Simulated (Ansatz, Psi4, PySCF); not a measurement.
GeH4 (SMILES [GeH4]) and C2H6O (SMILES COC) are pulled apart as rigid monomers along the line of their centres of mass, from the B3LYP-D3(BJ)/def2-TZVP minimum. Starting geometry (charge 0, multiplicity 1):
```json
[
 {"atom": "Ge", "x (Å)": "0.2755", "y (Å)": "0.0049", "z (Å)": "0.6678"},
 {"atom": "H", "x (Å)": "-0.1896", "y (Å)": "-1.4293", "z (Å)": "0.9469"},
 {"atom": "H", "x (Å)": "-0.7187", "y (Å)": "1.0111", "z (Å)": "1.2663"},
 {"atom": "H", "x (Å)": "0.3199", "y (Å)": "0.2217", "z (Å)": "-0.8582"},
 {"atom": "H", "x (Å)": "1.6785", "y (Å)": "0.2426", "z (Å)": "1.2390"},
 {"atom": "C", "x (Å)": "0.4901", "y (Å)": "0.8887", "z (Å)": "4.3430"},
 {"atom": "O", "x (Å)": "0.1039", "y (Å)": "-0.3503", "z (Å)": "3.7891"},
 {"atom": "C", "x (Å)": "-1.2405", "y (Å)": "-0.6740", "z (Å)": "4.0701"},
 {"atom": "H", "x (Å)": "0.3997", "y (Å)": "0.8813", "z (Å)": "5.4365"},
 {"atom": "H", "x (Å)": "-0.1206", "y (Å)": "1.7102", "z (Å)": "3.9468"},
 {"atom": "H", "x (Å)": "1.5309", "y (Å)": "1.0562", "z (Å)": "4.0712"},
 {"atom": "H", "x (Å)": "-1.4128", "y (Å)": "-0.7553", "z (Å)": "5.1507"},
 {"atom": "H", "x (Å)": "-1.4488", "y (Å)": "-1.6342", "z (Å)": "3.6014"},
 {"atom": "H", "x (Å)": "-1.9258", "y (Å)": "0.0802", "z (Å)": "3.6622"}
]
```

Interaction energies with rigid monomers; basis-set methods are counterpoise corrected unless marked otherwise.

Frozen-core correlation. Filled d and f shells under p-block atoms count as core. Rows in 3-21G, 6-31G* carry no dispersion term and start afresh at each structure (6-31G* with six Cartesian d functions); the Pople sets are all-electron and without relativity. MP2/6-31G* freezes PySCF's default core, which leaves 3d correlated.

Programs: Ansatz (Gaussian orbitals); Psi4 for SAPT; PySCF for 3-21G rows, 6-31G* rows, the dispersion terms. Each number belongs to the level named beside it.

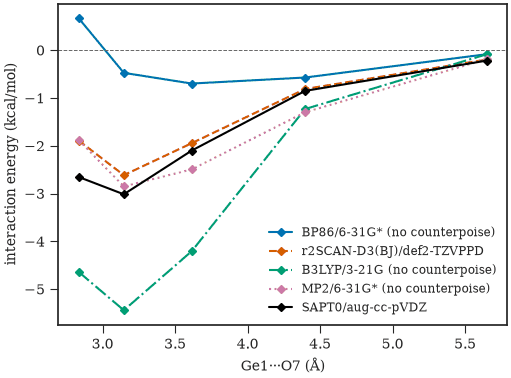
*Interaction energy against separation*

Task: Which level binds most strongly at Ge1···O7 = 3.15, and by how much?

Result: B3LYP/3-21G (no counterpoise), -5.4 kcal/mol.

Ansatz is a first-principles code.
